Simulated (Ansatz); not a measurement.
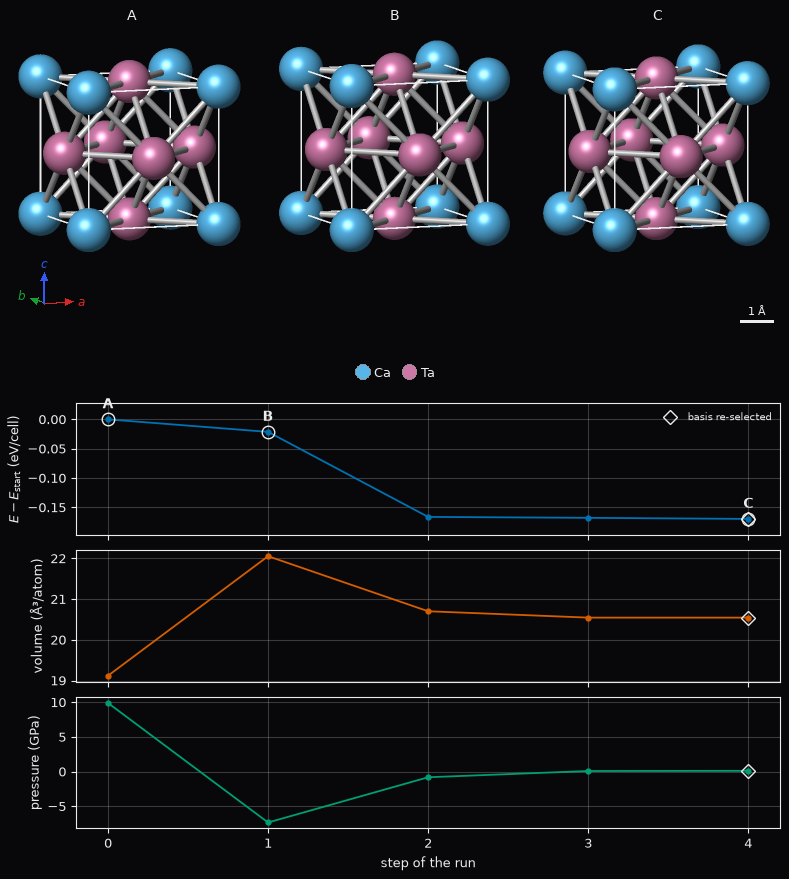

Frames of a relaxation of solid CaTa3 (built on the Cu3Au (L1_2)_221 type) (coarse preliminary run), marked on the history of the run. A ball-and-stick model of the cell of the calculation, seen slightly off an axis.

Case: Cu3Au (L1_2) type (Pm-3m, No. 221).

Method: DFT PBE, scalar-relativistic, plane waves, PAW (Ansatz).

Input
```yaml
crystal:
  lattice:
    - [4.2446593277, 0.0, 0.0]
    - [0.0, 4.2446593277, 0.0]
    - [0.0, 0.0, 4.2446593277]
  atoms:
    - { symbol: Ca, position: [0.0, 0.0, 0.0] }
    - { symbol: Ta, position: [0.0, 0.5, 0.5] }
    - { symbol: Ta, position: [0.5, 0.0, 0.5] }
    - { symbol: Ta, position: [0.5, 0.5, 0.0] }
basis:
  ecutwfc: 420
kpoints:
  mp_grid: { grid: [4, 4, 4] }
hamiltonian:
  xc: pbe
scf:
  occupations: { method: gaussian, width: 0.1 }
  lower_state_search: "off"
output:
  forces: true
  stress: true
  eigenvalues: true
relax:
  adjacent_minimum: "off"
  f_tol: 0.04
  max_steps: 70
  cell: { stress_tol: 0.4 }
```

Launched with:
```bash
ansatz run input.yaml --threads 1 --pin off --max-ram 2560MiB --backend cpu --events-out ev --progress --plain --runs-dir out
```

> Describe the path.

Over 3 accepted moves (4 points after the start) the energy falls by 0.170 eV per cell of the calculation. All forces vanish by symmetry, so only the cell relaxes. The pressure goes from 9.90 to 0.12 GPa. The SCF was repeated once at an unchanged geometry on a basis and grid sized afresh for the cell, which shifted the energy by 1.9 meV per cell of the calculation at most. The atoms keep their places relative to the cell (all moves are under 0.005 Å). The drawn cell changes as follows: a = b = c 4.245 → 4.348 Å (+2.4 %); the volume changes by +7.5 %. Some distances before and after: Ta2–Ta3 3.001 → 3.074 Å, Ca1–Ta2 3.001 → 3.074 Å. The space group stays Pm-3m (No. 221). From step 0 to 1: volume +15.3 %, energy −21.4 meV per cell of the calculation. From step 1 to 4: volume −6.8 %, energy −0.148 eV per cell of the calculation.

| step | E − E(0), meV/atom | pressure, GPa | volume, Å³/atom | note |
| --- | --- | --- | --- | --- |
| 0 | 0.00 | 9.90 | 19.119 |  |
| 1 | -5.34 | -7.33 | 22.054 |  |
| 2 | -41.55 | -0.81 | 20.702 |  |
| 3 | -41.94 | 0.09 | 20.545 |  |
| 4 | -42.41 | 0.12 | 20.545 | same geometry, new basis |

Limits of the set-up: the k-point mesh is coarse for a cell with partly filled bands.
